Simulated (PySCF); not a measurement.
C3H7Cl3Si

```yaml
atoms:
  - { symbol: Cl, position_ang: [-1.3061, 1.7387, 0.8703] }
  - { symbol: C, position_ang: [-1.9808, 0.1459, 0.4409] }
  - { symbol: C, position_ang: [-0.8619, -0.8672, 0.3122] }
  - { symbol: Si, position_ang: [0.5780, -0.2329, -0.7712] }
  - { symbol: C, position_ang: [1.8847, 0.5876, 0.3808] }
  - { symbol: Cl, position_ang: [3.2620, 1.1168, -0.6048] }
  - { symbol: Cl, position_ang: [2.4330, -0.6144, 1.5698] }
  - { symbol: H, position_ang: [-2.6939, -0.1170, 1.2225] }
  - { symbol: H, position_ang: [-2.5059, 0.2802, -0.5041] }
  - { symbol: H, position_ang: [-0.4884, -1.1222, 1.3045] }
  - { symbol: H, position_ang: [-1.2809, -1.7784, -0.1132] }
  - { symbol: H, position_ang: [1.2525, -1.3646, -1.4048] }
  - { symbol: H, position_ang: [0.1552, 0.7712, -1.7451] }
  - { symbol: H, position_ang: [1.5516, 1.4557, 0.9454] }
```

Geometry: GFN2-xTB.

Theory: PBE0/pcSseg-1, SCF density, gas phase, non-relativistic (PySCF).

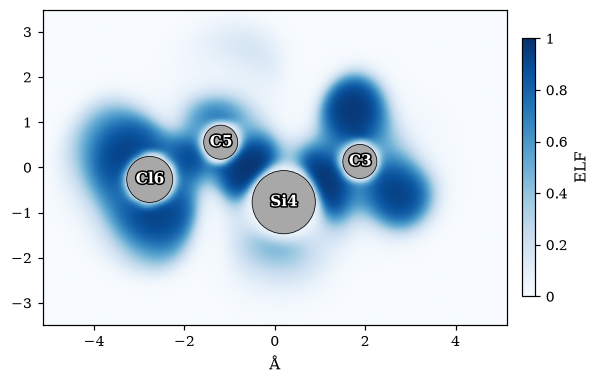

Figure 1. ELF on the plane of atoms C3, Si4 and C5. Grey discs cover the atomic cores.

**What do the fields say about this system?**

Atoms in the plane: C, Si and Cl.
C–Cl (1.77 Å): the ELF peaks at about 0.90 between the atoms (localised, covalent bonding).
C–Si (1.91 Å): the ELF peaks at about 0.95 between the atoms: localised, covalent bonding.
The ELF also peaks beside Cl6, away from the bonds: lone-pair regions.

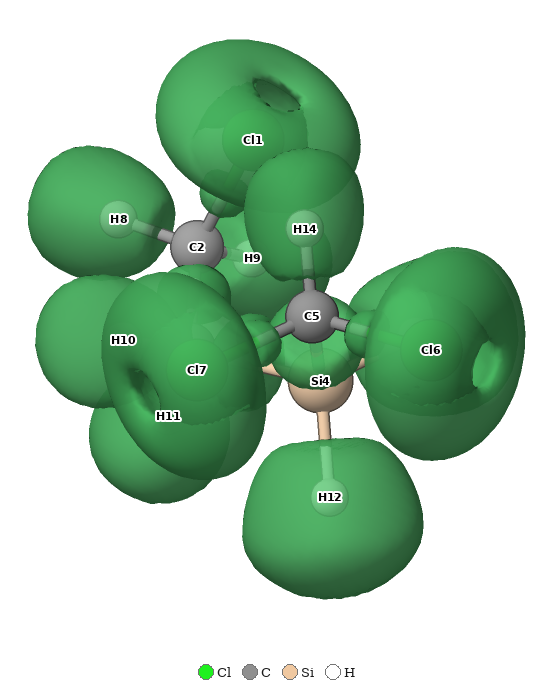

Figure 2. Isosurface of the ELF at 0.8 (green), seen at an oblique angle. Core shells and regions of very low density are left out.

**What do the ELF domains correspond to?**

The surface consists of one region between bonded C–C atoms (shared pairs), three regions between bonded C–Cl atoms (shared pairs), two regions between bonded C–Si atoms (shared pairs), seven regions around hydrogen nuclei and three rings or bowls of non-bonding electrons around Cl. Along the contacts the grid gives the following. C–C (1.51 Å): the ELF peaks at about 0.95 between the atoms (a shared electron pair).

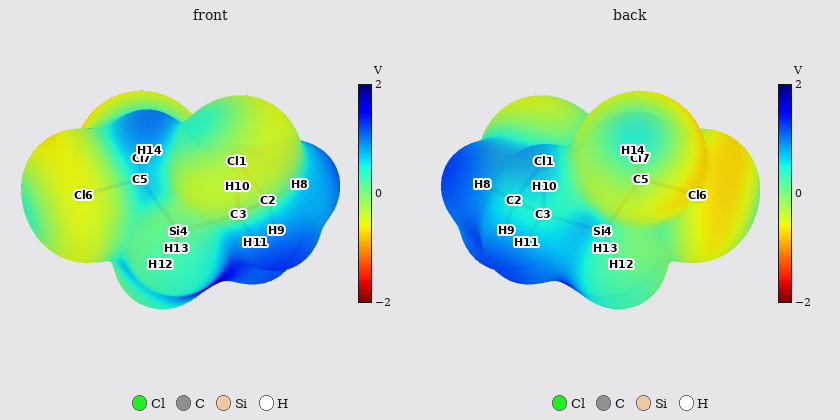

Figure 3. The electrostatic potential painted on the density surface at 0.002 e/bohr³, seen from the front and from behind; the colour scale runs from red (negative) to blue (positive).

**Which sites attract a positive test charge, and which a negative one?**

A positive charge is drawn to the negative regions and a negative charge to the positive ones. The most negative region (about −0.7 V, or −16 kcal/mol for a unit charge) lies over Cl6 and Cl7, the most positive (about +1.7 V, or +39 kcal/mol for a unit charge) over Si4. Cl1 shows a σ-hole: about +0.4 V, or +9 kcal/mol for a unit charge at the tip opposite its bond, against about −0.2 V on its flanks. Cl6 shows a σ-hole: about +0.3 V, or +7 kcal/mol for a unit charge at the tip opposite its bond, against about −0.5 V, or −12 kcal/mol for a unit charge on its flanks. Cl7 shows a σ-hole: about +0.4 V, or +9 kcal/mol for a unit charge at the tip opposite its bond, against about −0.3 V, or −7 kcal/mol for a unit charge on its flanks.
